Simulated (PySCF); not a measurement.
```yaml
atoms:
  - { symbol: C, position_ang: [-1.3680, 1.9649, 0.2729] }
  - { symbol: C, position_ang: [-0.7402, 0.8900, 0.7168] }
  - { symbol: C, position_ang: [-0.2903, -0.2596, -0.1264] }
  - { symbol: Si, position_ang: [-1.6484, -1.6466, 0.0233] }
  - { symbol: C, position_ang: [-0.1990, 0.0901, -1.5110] }
  - { symbol: N, position_ang: [-0.1256, 0.3288, -2.6291] }
  - { symbol: C, position_ang: [1.0706, -0.8045, 0.3010] }
  - { symbol: Si, position_ang: [2.4405, 0.5146, 0.5547] }
  - { symbol: Cl, position_ang: [0.8853, -1.7006, 1.8425] }
  - { symbol: H, position_ang: [-1.5753, 2.1129, -0.7745] }
  - { symbol: H, position_ang: [-1.6916, 2.7440, 0.9415] }
  - { symbol: H, position_ang: [-0.5503, 0.7569, 1.7738] }
  - { symbol: H, position_ang: [-2.7398, -1.2481, -0.8619] }
  - { symbol: H, position_ang: [-1.0314, -2.8946, -0.4168] }
  - { symbol: H, position_ang: [-2.1033, -1.6931, 1.4066] }
  - { symbol: H, position_ang: [1.3921, -1.5555, -0.4254] }
  - { symbol: H, position_ang: [3.6709, -0.2263, 0.8200] }
  - { symbol: H, position_ang: [2.5234, 1.2969, -0.6744] }
  - { symbol: H, position_ang: [2.0706, 1.3390, 1.7003] }
```

Geometry: GFN2-xTB.

Computed with PySCF, PBE0/pcSseg-1, SCF density, gas phase, non-relativistic.

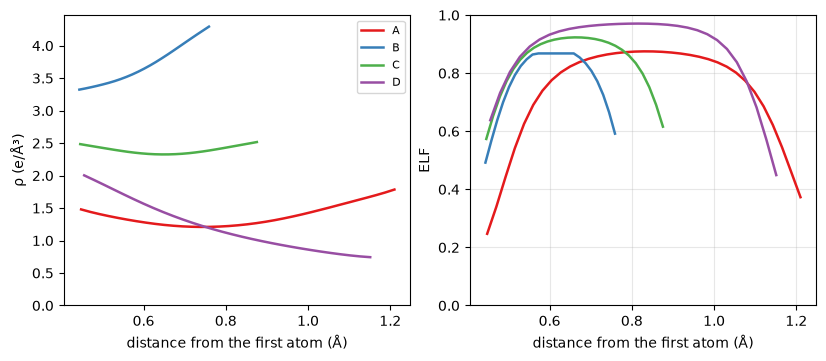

C5H10ClNSi2. Total electron density and ELF along straight lines between neighbouring atoms. The curves leave out the atomic cores.

### Which curve belongs to which contact (C–C, C–Cl, C–N and C–Si)? The first atom named is at distance zero.

Curve A: C–Cl (1.79 Å): the density is about 1.3 e/Å³ at the midpoint; the ELF peaks at about 0.90 between the atoms (a covalent bond). Curve B: C–N (1.15 Å): ρ at the midpoint is about 3.6 e/Å³; the ELF peaks at about 0.85 between the atoms (a short, multiple covalent bond). Curve C: C–C (1.32 Å): the density is about 2.3 e/Å³ at the midpoint; the ELF peaks at about 0.90 between the atoms: a short, multiple covalent bond. Curve D: C–Si (1.92 Å): ρ is about 0.9 e/Å³ halfway; the ELF peaks at about 1 between the atoms; localised, covalent bonding.
